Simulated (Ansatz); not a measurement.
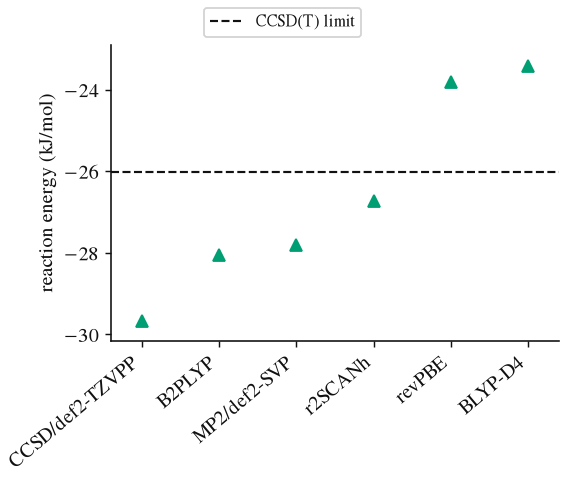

Electronic reaction energy of GaHSF₂ ([F][Ga]([F])[SH]) + HBr (Br) → GaBrF₂ ([F][Ga]([F])[Br]) + H₂S (S) (SMILES in brackets) at several levels (functionals in def2-TZVPP unless a basis is named), isolated molecules at PBE0-D4 triple-zeta geometries, minima by their frequencies, no zero-point or thermal terms, the Ansatz code 0.2.0. The line is frozen-core CCSD(T) at the basis limit (MP2 extrapolated from triple and quadruple zeta, plus CCSD(T) less MP2 in a smaller set). B2PLYP holds a correlation term that converges slowly with the basis, so part of the distance to the limit is basis error. No dispersion term is added to B2PLYP, r2SCANh and revPBE. The distance of CCSD/def2-TZVPP and MP2/def2-SVP to the limit includes basis error.

**Which level comes closest to the line (CCSD(T) limit), and which misses most?**

Closest r2SCANh (−26.7 kJ/mol), against −26.0 kJ/mol; farthest CCSD/def2-TZVPP (−29.7 kJ/mol).

**Give the values.**

```
          level  kJ/mol  less CCSD(T) limit
CCSD/def2-TZVPP   −29.7                −3.7
         B2PLYP   −28.1                −2.0
   MP2/def2-SVP   −27.8                −1.8
        r2SCANh   −26.7                −0.7
         revPBE   −23.8                 2.2
        BLYP-D4   −23.4                 2.6
  CCSD(T) limit   −26.0                 0.0
```

Known limits of this run: no scalar relativity up to krypton; outer-core shells are correlated without core-valence functions, which makes the correlated values less sure.
